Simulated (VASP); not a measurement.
Band structure of CoGa (CsCl type). Method: r2SCAN meta-GGA, VASP's PBE PAW potentials (set 64) (plane waves; VASP).

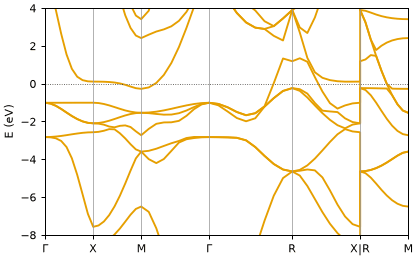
Bands along high-symmetry lines, zero at the valence-band maximum or, without a gap, the Fermi level

Problem. Read the plot: is there a gap, and where are the band edges?

Solution. It has no gap at this level: it comes out as a metal or semimetal.

The compound is CoGa in the CsCl type structure. It was relaxed first. The run is not spin-polarised, so no magnetic state was tried.
